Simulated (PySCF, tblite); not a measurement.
# C5H11ClOSi2: geometry, infrared bands and NMR shifts

Wanted: the infrared bands and NMR shifts of C5H11ClOSi2 (`C=C(C)[C@@H]1C[SiH2]O[Si@@H]1Cl`), by calculation.

Computed with tblite 0.8.0 and PySCF 2.14.0, with density-fitted response routines of our own, on a single molecule in the gas phase. Atoms are numbered from 0 throughout.

### Step 1. The starting structure

20 atoms, charge 0, multiplicity 1; geometry from: force field or distance geometry start.

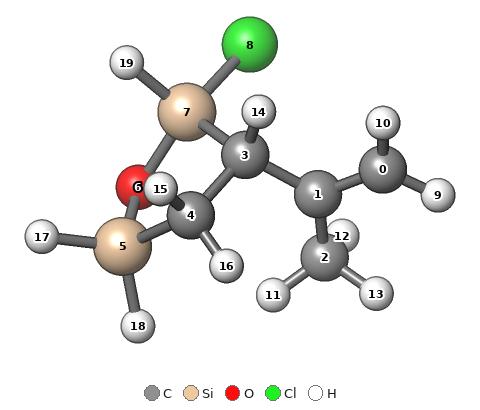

As it starts; carbon grey, silicon light orange, oxygen red, chlorine green, hydrogen white, atoms numbered.

### Step 2. Relaxing the molecule with GFN2-xTB

Job settings and geometry (Å):

```
{"job": {"kind": "relax", "xc": "GFN2-xTB", "basis": "xTB"}, "charge": 0, "multiplicity": 1}
C     -2.316700     0.535200    -0.933300
C     -1.228100     0.048700    -0.341200
C     -1.388600    -1.133900     0.525800
C      0.041700     0.756300    -0.613400
C      1.004400    -0.226500    -1.241800
Si     2.119300    -0.894400     0.056600
O      1.782400    -0.016100     1.510400
Si     0.982500     1.349400     0.859400
Cl    -0.164600     2.379100     2.244900
H     -3.277700     0.072300    -0.771100
H     -2.284900     1.403600    -1.582400
H     -0.503500    -1.782500     0.506800
H     -1.738700    -0.864900     1.563400
H     -2.263900    -1.716000     0.100800
H     -0.153100     1.578200    -1.353600
H      1.568400     0.310900    -2.038700
H      0.409100    -1.055200    -1.710800
H      3.528000    -0.685700    -0.329200
H      1.834500    -2.303200     0.345800
H      2.044400     2.255400     0.379300
```

Run with:

```
> OMP_NUM_THREADS=1 python probes_run.py task.json out
```

The driver reads the jobs from task.json and runs them one after another.

The log of the run:

```text
step      E/eV     max force
  0    -774.79408    2.945
  1    -775.18125    1.830
  2    -775.31466    1.159
  3    -775.37988    0.830
  4    -775.43534    0.663
  5    -775.48680    0.526
  6    -775.51126    0.474
  7    -775.54076    0.334
  8    -775.56067    0.358
  9    -775.58135    0.368
 10    -775.59882    0.324
 11    -775.61538    0.285
 12    -775.62875    0.268
 13    -775.63939    0.260
 14    -775.64774    0.222
 15    -775.65504    0.205
 16    -775.66282    0.228
 17    -775.67215    0.249
 18    -775.68251    0.258
 19    -775.69196    0.280
 20    -775.69928    0.213
 21    -775.70497    0.168
 22    -775.70990    0.152
 23    -775.71436    0.166
 24    -775.71828    0.153
 25    -775.72190    0.152
 26    -775.72568    0.136
 27    -775.72971    0.155
 28    -775.73337    0.150
 29    -775.73621    0.110
 30    -775.73867    0.107
 31    -775.74155    0.128
 32    -775.74484    0.149
 33    -775.74775    0.130
 34    -775.74993    0.111
 35    -775.75178    0.115
 36    -775.75377    0.103
 37    -775.75569    0.102
 38    -775.75698    0.077
 39    -775.75779    0.075
 40    -775.75855    0.071
 41    -775.75946    0.084
 42    -775.76025    0.070
 43    -775.76066    0.043
 44    -775.76088    0.044
 45    -775.76106    0.038
 46    -775.76140    0.039
 47    -775.76167    0.049
 48    -775.76201    0.054
 49    -775.76236    0.046
 50    -775.76280    0.048
 51    -775.76326    0.056
 52    -775.76375    0.059
 53    -775.76438    0.075
 54    -775.76530    0.090
 55    -775.76640    0.076
 56    -775.76719    0.055
 57    -775.76760    0.038
 58    -775.76783    0.031
 59    -775.76810    0.043
 60    -775.76842    0.049
 61    -775.76865    0.032
 62    -775.76878    0.022
 63    -775.76886    0.022
 64    -775.76899    0.034
 65    -775.76925    0.045
 66    -775.76946    0.036
 67    -775.76959    0.029
 68    -775.76968    0.024
 69    -775.76981    0.025
 70    -775.76998    0.033
 71    -775.77014    0.024
 72    -775.77027    0.022
 73    -775.77039    0.026
 74    -775.77060    0.043
 75    -775.77095    0.062
 76    -775.77143    0.066
 77    -775.77187    0.062
 78    -775.77204    0.066
 79    -775.77254    0.048
 80    -775.77294    0.044
 81    -775.77367    0.043
 82    -775.77421    0.040
 83    -775.77463    0.045
 84    -775.77501    0.043
 85    -775.77553    0.047
 86    -775.77604    0.050
 87    -775.77651    0.054
 88    -775.77700    0.054
 89    -775.77756    0.081
 90    -775.77850    0.075
 91    -775.78005    0.073
 92    -775.78078    0.068
 93    -775.78104    0.105
 94    -775.78148    0.044
 95    -775.78177    0.030
 96    -775.78215    0.030
 97    -775.78242    0.033
 98    -775.78263    0.048
 99    -775.78282    0.048
100    -775.78308    0.050
101    -775.78341    0.043
102    -775.78379    0.045
103    -775.78410    0.030
104    -775.78429    0.029
105    -775.78440    0.036
106    -775.78452    0.031
107    -775.78466    0.025
108    -775.78492    0.024
109    -775.78502    0.024
110    -775.78518    0.025
111    -775.78532    0.034
112    -775.78551    0.032
113    -775.78572    0.036
114    -775.78589    0.028
115    -775.78600    0.021
116    -775.78608    0.029
117    -775.78615    0.020
118    -775.78619    0.017
119    -775.78623    0.012
120    -775.78627    0.014
121    -775.78630    0.015
122    -775.78635    0.019
123    -775.78640    0.016
124    -775.78644    0.017
125    -775.78649    0.016
126    -775.78653    0.018
127    -775.78658    0.018
128    -775.78665    0.016
129    -775.78672    0.017
130    -775.78679    0.016
131    -775.78684    0.016
132    -775.78689    0.017
133    -775.78695    0.017
134    -775.78700    0.014
135    -775.78703    0.012
136    -775.78704    0.010
137    -775.78706    0.012
138    -775.78709    0.013
139    -775.78711    0.009
```

Wall time 2.8 s (1 thread of Arm Neoverse N1, shared host); peak memory 0.18 GiB.

Step by step: (not every step is listed)

| step | energy from step 0 (eV) | largest force (eV/Å) |
| --- | --- | --- |
| 0 | 0.0000 | 2.9447 |
| 1 | -0.3872 | 1.8303 |
| 2 | -0.5206 | 1.1592 |
| 3 | -0.5858 | 0.8304 |
| 4 | -0.6413 | 0.6627 |
| 5 | -0.6927 | 0.5263 |
| 6 | -0.7172 | 0.4744 |
| 7 | -0.7467 | 0.3343 |
| 8 | -0.7666 | 0.3577 |
| 20 | -0.9052 | 0.2128 |
| 32 | -0.9508 | 0.1485 |
| 44 | -0.9668 | 0.0436 |
| 56 | -0.9731 | 0.0547 |
| 68 | -0.9756 | 0.0244 |
| 80 | -0.9789 | 0.0441 |
| 92 | -0.9867 | 0.0684 |
| 104 | -0.9902 | 0.0292 |
| 116 | -0.9920 | 0.0287 |
| 128 | -0.9926 | 0.0161 |
| 134 | -0.9929 | 0.0136 |
| 135 | -0.9929 | 0.0117 |
| 136 | -0.9930 | 0.0097 |
| 137 | -0.9930 | 0.0121 |
| 138 | -0.9930 | 0.0131 |
| 139 | -0.9930 | 0.0087 |

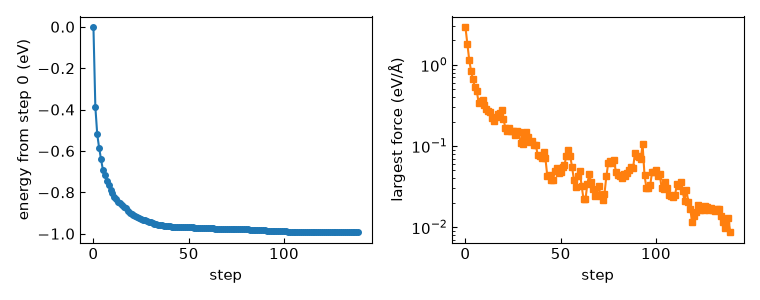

Energy and largest force along the relaxation.

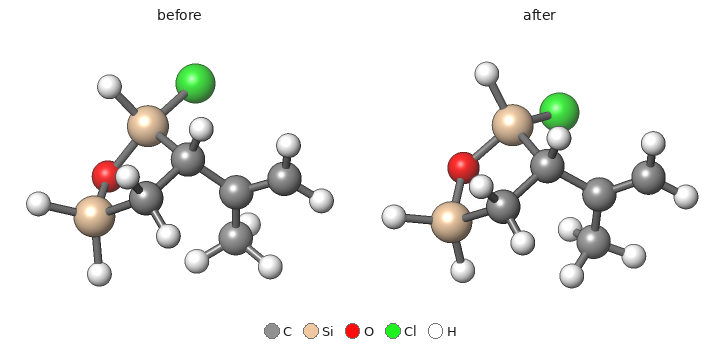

The geometry before (left) and after (right).

Distances of close pairs at the start and the end, largest changes first:

| bond | before (Å) | after (Å) | change (Å) |
| --- | --- | --- | --- |
| Si5–O6 | 1.732 | 1.648 | -0.084 |
| O6–Si7 | 1.711 | 1.628 | -0.083 |
| C3–Si7 | 1.846 | 1.924 | +0.079 |
| Si7–Cl8 | 2.073 | 1.998 | -0.075 |
| C4–Si5 | 1.837 | 1.910 | +0.073 |
| C2–H13 | 1.134 | 1.087 | -0.047 |
| C2–H12 | 1.128 | 1.089 | -0.039 |
| C3–C4 | 1.512 | 1.547 | +0.034 |

The final coordinates are the input of the step that follows.

### Step 3. Harmonic vibrations with GFN2-xTB

Job settings and geometry (Å):

```
{"job": {"kind": "ir", "xc": "GFN2-xTB", "basis": "xTB"}, "charge": 0, "multiplicity": 1}
C     -2.411664     0.655770    -0.890304
C     -1.298907     0.096966    -0.436970
C     -1.334685    -1.133061     0.417574
C      0.050851     0.689945    -0.740613
C      1.059029    -0.350432    -1.282316
Si     2.172381    -0.962084     0.143543
O      1.933936     0.293591     1.183521
Si     0.875406     1.473256     0.811510
Cl    -0.337503     1.759547     2.373236
H     -3.383691     0.254066    -0.659217
H     -2.399843     1.540869    -1.504307
H     -0.855310    -1.969554    -0.089797
H     -0.807818    -0.963557     1.355063
H     -2.362094    -1.409209     0.641413
H     -0.105209     1.456342    -1.505472
H      1.694630     0.146668    -2.019168
H      0.536826    -1.139425    -1.823246
H      3.595863    -0.939367    -0.167808
H      1.726512    -2.166184     0.834773
H      1.646141     2.676531     0.536157
```

The log of the run:

```text
mode    cm-1     km/mol
  1      57.4      0.27
  2      67.0      0.75
  3     102.0      1.42
  4     123.7      1.19
  5     153.4      0.38
  6     173.7      3.77
  7     227.8     12.34
  8     261.6      0.29
  9     312.2      6.35
 10     353.4     16.93
 11     415.4      5.19
 12     475.2      9.22
 13     489.2     36.75
 14     529.1     22.36
 15     570.0     15.82
 16     583.7     35.14
 17     594.9     49.56
 18     645.2     62.63
 19     660.5    204.03
 20     684.0    105.50
 21     713.6    185.37
 22     752.0     55.33
 23     763.8     17.98
 24     778.9    378.87
 25     797.8    236.86
 26     876.3     35.91
 27     888.0     23.17
 28     937.4    358.86
 29     965.8      2.47
 30    1021.5      5.85
 31    1043.5      4.82
 32    1051.3      4.91
 33    1122.0      6.83
 34    1165.5     19.38
 35    1243.7     15.84
 36    1287.4     14.74
 37    1292.9      2.79
 38    1401.5     13.71
 39    1430.4      4.95
 40    1475.3      0.33
 41    1479.4      5.28
 42    1488.4      5.74
 43    1713.7     33.31
 44    2293.5    304.55
 45    2312.8    203.19
 46    2318.2    353.29
 47    2933.1     23.46
 48    2959.0     52.14
 49    2992.3     15.82
 50    3004.4     33.39
 51    3021.0     28.58
 52    3044.3     20.98
 53    3099.7     23.51
 54    3121.9     46.88
```

Wall time 2 s (1 thread of Arm Neoverse N1, shared host); peak memory 0.18 GiB.

Which atoms move in the most intense modes:

| cm⁻¹ | km/mol | atoms |
| --- | --- | --- |
| 660 | 204.0 | H19 59 % |
| 714 | 185.4 | C4 27 %, H9 13 %, H19 13 %, H10 11 % |
| 779 | 378.9 | H18 25 %, Si5 13 %, H17 12 % |
| 798 | 236.9 | H17 28 %, H18 27 %, Si5 18 % |
| 937 | 358.9 | O6 71 %, Si7 15 % |
| 2294 | 304.6 | H18 74 %, H17 20 % |
| 2313 | 203.2 | H17 72 %, H18 23 % |
| 2318 | 353.3 | H19 92 % |

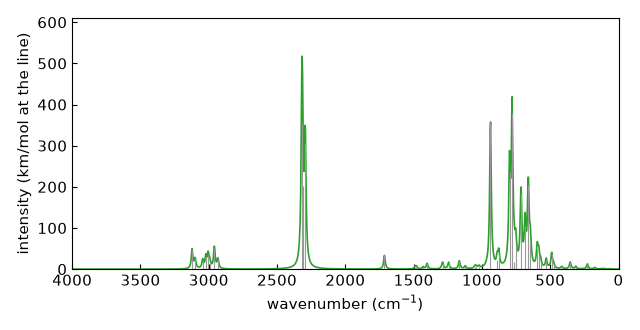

The infrared spectrum from these modes, unscaled. Lines are broadened to a width of 14 cm⁻¹ (Lorentzian).

### Step 4. NMR shieldings: PBE0/pcSseg-1

Settings changed since step 3:

```diff
@@ -1,2 +1,2 @@
-{"job": {"kind": "ir", "xc": "GFN2-xTB", "basis": "xTB"}, "charge": 0, "multiplicity": 1}
+{"job": {"kind": "nmr", "xc": "PBE0", "basis": "pcSseg-1"}, "charge": 0, "multiplicity": 1}
 C     -2.411664     0.655770    -0.890304
```

Level: GIAO PBE0/pcSseg-1 NMR shielding, non-relativistic, gas phase.

The log of the run:

```text
coarse grid: 18208 points
cycle   1  E = -1310.6789898167  dE =  1.216e+00  |g| = 8.618e-01  |ddm| = 4.206e+00
cycle   2  E = -1310.4806774849  dE =  1.983e-01  |g| = 1.335e+00  |ddm| = 1.895e+00
cycle   3  E = -1310.8218361046  dE = -3.412e-01  |g| = 1.625e-01  |ddm| = 1.334e+00
cycle   4  E = -1310.8271971249  dE = -5.361e-03  |g| = 4.580e-02  |ddm| = 1.948e-01
cycle   5  E = -1310.8277013981  dE = -5.043e-04  |g| = 9.915e-03  |ddm| = 5.375e-02
cycle   6  E = -1310.8277231602  dE = -2.176e-05  |g| = 3.421e-03  |ddm| = 1.495e-02
cycle   7  E = -1310.8277257227  dE = -2.562e-06  |g| = 1.161e-03  |ddm| = 4.445e-03
final grid: 161944 points
cycle   8  E = -1310.8907750882  dE = -5.270e-05  |g| = 1.035e-02  |ddm| = 4.365e-02
cycle   9  E = -1310.8907552796  dE =  1.981e-05  |g| = 1.428e-02  |ddm| = 2.057e-02
cycle  10  E = -1310.8907975488  dE = -4.227e-05  |g| = 1.895e-03  |ddm| = 1.270e-02
cycle  11  E = -1310.8907982108  dE = -6.620e-07  |g| = 3.177e-04  |ddm| = 1.700e-03
cycle  12  E = -1310.8907982325  dE = -2.166e-08  |g| = 8.469e-05  |ddm| = 3.585e-04
cycle  13  E = -1310.8907982337  dE = -1.187e-09  |g| = 4.697e-05  |ddm| = 1.132e-04
cycle  14  E = -1310.8907982342  dE = -5.389e-10  |g| = 1.078e-05  |ddm| = 5.088e-05
converged SCF energy = -1310.8907982342

GIAO shielding tensors (ppm)
atom      isotropic    diamagn.    paramagn.     s11        s22        s33       span
  0 C       70.224     251.240    -181.016    -29.141    101.811    138.003    167.144
  1 C       32.252     261.975    -229.723    -92.285     31.140    157.903    250.188
  2 C      162.689     248.983     -86.294    147.827    157.455    182.786     34.959
  3 C      147.598     254.605    -107.007    136.891    142.399    163.503     26.612
  4 C      170.208     253.634     -83.426    148.635    170.370    191.619     42.984
  5 Si     354.835     879.677    -524.842    312.825    346.412    405.270     92.445
  6 O      258.420     399.572    -141.152    183.188    276.266    315.806    132.618
  7 Si     339.464     879.745    -540.281    289.469    355.208    373.716     84.246
  8 Cl     914.508    1149.482    -234.974    788.787    954.830    999.908    211.121
  9 H       26.704      31.006      -4.301     23.407     25.217     31.489      8.083
 10 H       26.744      32.160      -5.416     23.046     25.258     31.928      8.882
 11 H       29.815      31.450      -1.635     25.288     29.833     34.323      9.035
 12 H       30.023      32.062      -2.039     25.884     30.930     33.255      7.371
 13 H       29.830      30.913      -1.083     25.922     27.721     35.847      9.925
 14 H       29.255      35.344      -6.089     24.580     28.789     34.397      9.817
 15 H       30.236      31.552      -1.316     24.723     27.716     38.267     13.544
 16 H       30.732      32.294      -1.562     26.246     28.934     37.015     10.770
 17 H       26.590      28.309      -1.718     22.923     23.918     32.930     10.006
 18 H       26.526      29.456      -2.930     23.465     24.203     31.911      8.446
 19 H       26.283      28.769      -2.486     22.177     23.652     33.020     10.843
```

It took 2 min on 1 thread of Arm Neoverse N1, shared host; peak memory 1.1 GiB.

The references, computed at this level on geometries of the same kind, shield at (ppm): 1H TMS 31.72, 13C TMS 186.9, 29Si TMS 349.2, 17O H2O 336.1, 35Cl HCl 950. Their shielding less the atom's gives the shift. The references are single molecules in the gas phase, so shifts against H2O, NH3, PH3, H3PO4 or CFCl3 are not on the usual liquid scales and can be off by tens of ppm. Atoms listed in one row are averaged.

| atoms | environment | σ (ppm) | δ (ppm) | δ scaled to CDCl3 |
| --- | --- | --- | --- | --- |
| C1 | fully substituted alkene carbon | 32.3 | 154.7 | 149.0 |
| C0 | terminal =CH2 carbon | 70.2 | 116.7 | 112.0 |
| C3 | allylic sp3 CH bonded to Si | 147.6 | 39.3 | 36.5 |
| C2 | allylic methyl carbon | 162.7 | 24.2 | 21.7 |
| C4 | sp3 CH2 bonded to Si | 170.2 | 16.7 | 14.4 |
| H19 | hydrogen on a silicon bonded to C, Cl, O, in a 5-membered ring | 26.28 | 5.43 | – |
| H18 | hydrogen on a silicon bonded to C, O, in a 5-membered ring | 26.53 | 5.19 | – |
| H17 | hydrogen on a silicon bonded to C, O, in a 5-membered ring | 26.59 | 5.13 | – |
| H9 | hydrogen on a terminal =CH2 carbon | 26.70 | 5.01 | 4.83 |
| H10 | hydrogen on a terminal =CH2 carbon | 26.74 | 4.97 | 4.79 |
| H14 | hydrogen on an allylic sp3 CH bonded to Si | 29.26 | 2.46 | 2.43 |
| H11, H12, H13 | hydrogen on an allylic methyl carbon | 29.89 | 1.83 | 1.83 |
| H15 | hydrogen on an sp3 CH2 bonded to Si | 30.24 | 1.48 | 1.50 |
| H16 | hydrogen on an sp3 CH2 bonded to Si | 30.73 | 0.99 | 1.03 |
| Si7 | silicon bonded to C, Cl, O, H, in a 5-membered ring | 339.5 | 9.7 | – |
| Si5 | silicon bonded to C, O, 2 H, in a 5-membered ring | 354.8 | -5.7 | – |
| O6 | oxygen bonded to 2 Si, in a 5-membered ring | 258.4 | 77.7 | – |
| Cl8 | chlorine bonded to Si | 915 | 35 | – |

The scaled column applies a straight-line fit of computed shieldings to shifts measured in CDCl3, with any fitted terms for Cl, Br or S neighbours (root-mean-square error 0.16 ppm for H, 1.9 ppm for C).

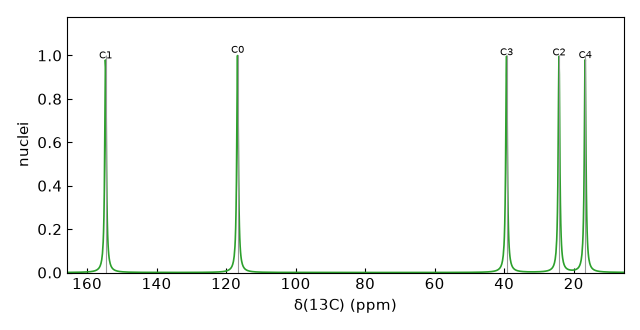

13C lines at the computed shifts, without couplings. Lines are broadened to a width of 0.55 ppm (Lorentzian).

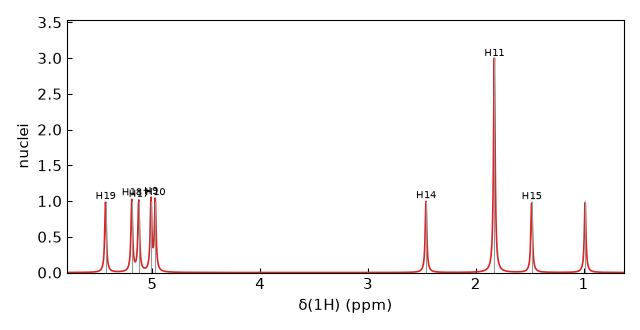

1H lines at the computed shifts, without couplings. Lines are broadened to a width of 0.02 ppm (Lorentzian).

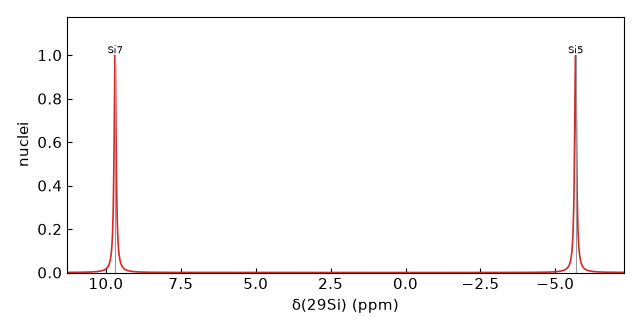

29Si lines at the computed shifts, without couplings. Lines are broadened to a width of 0.08 ppm (Lorentzian).

Charges from the same density, by scheme (e):

| atoms | Mulliken | IAO | Hirshfeld | ESP fit |
| --- | --- | --- | --- | --- |
| C0 | -0.06 | -0.35 | -0.12 | -0.67 |
| C1 | -0.40 | 0.03 | 0.01 | 0.26 |
| C2 | -0.15 | -0.42 | -0.12 | -0.50 |
| C3 | -0.50 | -0.39 | -0.11 | 0.02 |
| C4 | -0.49 | -0.56 | -0.16 | -0.46 |
| Si5 | 0.84 | 0.99 | 0.41 | 0.65 |
| O6 | -0.73 | -0.89 | -0.32 | -0.43 |
| Si7 | 1.02 | 1.12 | 0.41 | 0.34 |
| Cl8 | -0.30 | -0.29 | -0.10 | -0.14 |

ESP fit charges:

C0 -0.67; C1 0.26; C2 -0.50; C3 0.02; C4 -0.46; Si5 0.65; O6 -0.43; Si7 0.34; Cl8 -0.14; H9 0.24; H10 0.21; H11 0.15; H12 0.15; H13 0.15; H14 0.06; H15 0.13; H16 0.12; H17 -0.12; H18 -0.13; H19 -0.04

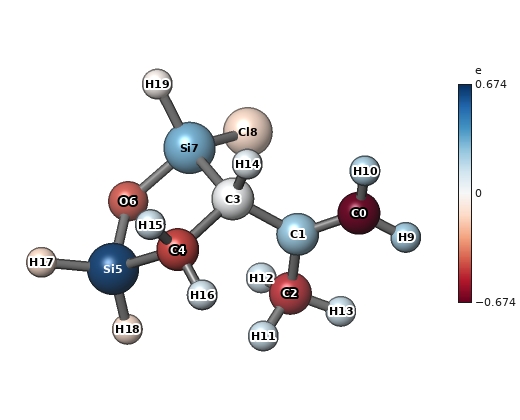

ESP fit charges, as colours on the atoms.

Mayer bond orders: C0–C1 2.01, C1–C2 1.04, C1–C3 0.99, C3–C4 1.00, C4–Si5 0.90, Si5–O6 0.90, O6–Si7 0.97, Si7–Cl8 1.04, Si7–C3 0.83.

Ring of atoms C3, C4, Si5, O6, Si7: NICS(0) -4.8, NICS(1) -2.9, NICS(1)zz -4.3 ppm (means of both faces).

The fields below are evaluated on a grid from the run's orbitals.

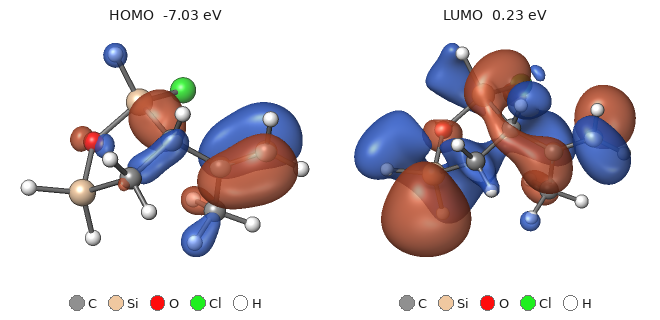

PBE0/pcSseg-1 orbitals near the gap, drawn at the value that encloses 70 % of each; the two colours are the two signs.

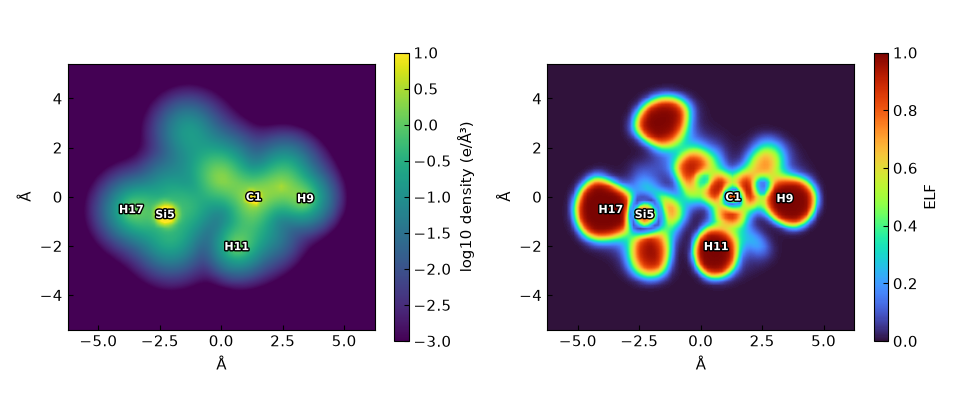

Density (left) and ELF (right) in a plane through or near 5 of the atoms.

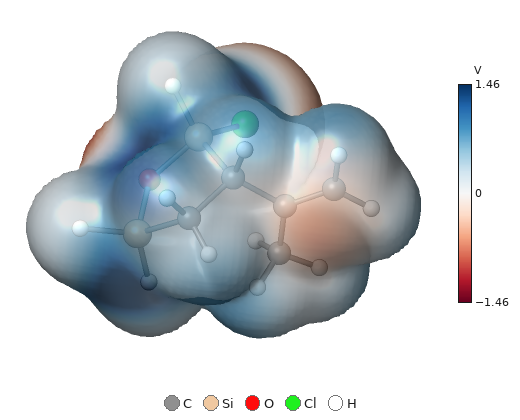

Electrostatic potential on the surface of density 0.002 e/bohr³; red is low, blue high. It runs from -1.18 V near O6 to 1.46 V near Si5.

### Step 5. Outcome

| quantity | value |
| --- | --- |
| strongest single infrared mode (GFN2-xTB) | 779 cm⁻¹, 379 km/mol |
| zero-point energy (GFN2-xTB) | 91.9 kcal/mol |
| 13C shifts against TMS (PBE0/pcSseg-1) | 154.7, 116.7, 39.3, 24.2, 16.7 ppm |
| 1H shifts against TMS (PBE0/pcSseg-1, means over atoms taken as alike) | 5.43, 5.19, 5.13, 5.01, 4.97, 2.46, 1.83, 1.48, 0.99 ppm |
| 29Si shifts against TMS (PBE0/pcSseg-1) | 9.7, -5.7 ppm |
| 17O shifts against H2O (PBE0/pcSseg-1) | 77.7 ppm |
| 35Cl shifts against HCl (PBE0/pcSseg-1) | 35 ppm |
| surface potential, least and greatest | -1.18 V and 1.46 V |

In words: Relaxing lowered the energy by 0.993 eV in 139 steps; the close pair that moved most is Si5–O6, from 1.732 to 1.648 Å. All 54 modes are real, so the xTB geometry is a minimum. The strongest single mode, at 779 cm⁻¹, has its largest shares on H18, Si5 and H17 (the list is cut at 3 atoms). Unscaled tight-binding wavenumbers are off by several per cent, some by more. Its intensities can rank the bands wrongly. C1 (fully substituted alkene carbon) lies farthest downfield among carbon, at 154.7 ppm; an sp2 carbon of a C=C bond. At PBE0/pcSseg-1: The largest span, 250 ppm, is at C1, where the paramagnetic term is -230 ppm.
